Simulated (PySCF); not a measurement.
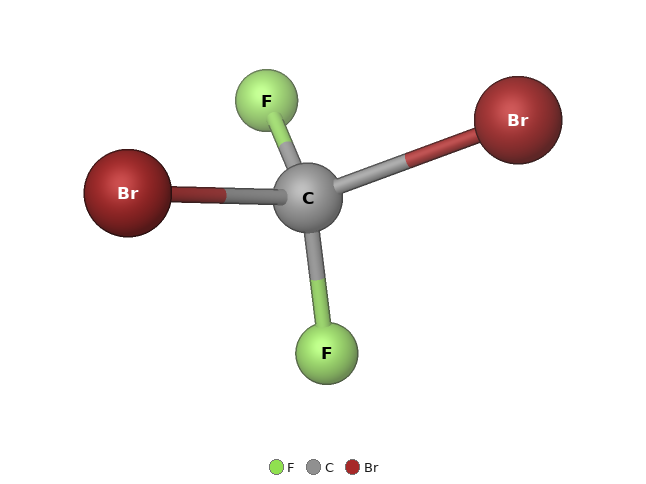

Atoms fade into the background with distance from the viewer. The computed structure is the end point of a PBE0-D3(BJ)/def2-SVP optimisation. No frequency run is at hand to confirm it as a minimum.

### List the symmetry elements and name the point group.

It has 1 C2 axis and 2 mirror planes, so the point group is C2v. The group has 4 operations. The geometry is achiral, and symmetry allows a dipole moment.
